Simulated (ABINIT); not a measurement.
**Convergence study of the SCF threshold for CaAlSiH (P3m1, 4 atoms in the cell)**

```
CaAlSiH
1.0
    4.13085     0.00000     0.00000
   -2.06542     3.57742     0.00000
    0.00000     0.00000     4.68414
Ca Al Si H
1 1 1 1
Direct
  0.00000   0.00000   0.01059
  0.66667   0.33333   0.45711
  0.33333   0.66667   0.56589
  0.66667   0.33333   0.08378
```

Computed with PBEsol, norm-conserving pseudopotentials (PseudoDojo nc-sr-04 PBEsol standard) (plane waves; ABINIT).

Base settings: pseudos = [Ca.upf, Al.upf, Si.upf, H.upf]; ecut = 980 eV; occopt = 3; tsmear = 0.00036749 Ha; ngkpt = 4 4 3; nshiftk = 1; shiftk = 0 0 0; potentials = PseudoDojo nc-sr-04 PBEsol standard; nband = 14; kptopt = 1.

In this ladder: tolvrs = default.

The mesh stays at the base's, so the ladder's end is converged at best in this setting alone.

Only quantities that move along the ladder and can be compared are tabulated.

The count of work is k-points × plane waves × bands × iterations; it is no time. 

The starting cell comes from a database of computed structures (which also holds hypothetical and non-ambient phases and stackings), without a prior relaxation at this level. Its lattice was rescaled by up to half a per cent. One atom was moved a little off its site on purpose.

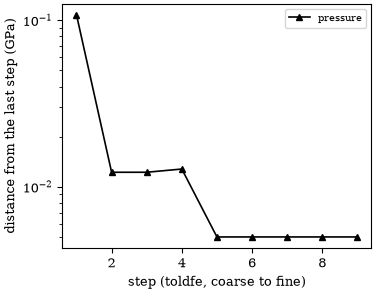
Figure: Distance from the last step along the ladder; very small values are drawn at a floor.

```tsv
toldfe	pressure (GPa)	largest difference of a force vector from the last step's (eV/Å)	count of work / last
0.0037 Ha	-1.16	0.008	0.14
0.00037 Ha	-1.28	0.003	0.17
3.7e-05 Ha	-1.28	0.003	0.17
3.7e-06 Ha	-1.28	0.001	0.21
3.7e-07 Ha	-1.27	0.000	0.28
3.7e-08 Ha	-1.27	0.000	0.28
3.7e-09 Ha	-1.27	0.000	0.31
3.7e-10 Ha	-1.27	0.000	0.34
3.7e-12 Ha	-1.27	0.000	0.45
3.7e-14 Ha	-1.27	0.000	1.0
```

Coarsest toldfe that holds the pressure within 0.05 GPa of the last step, with all finer ones: 0.00037 Ha, at 0.17 of the last step's count of work; the step before is off by 0.11 GPa.

Coarsest toldfe that holds the forces within 0.005 eV/Å of the last step, with all finer ones: 0.00037 Ha, at 0.17 of the last step's count of work; the step before is off by 0.008 eV/Å.
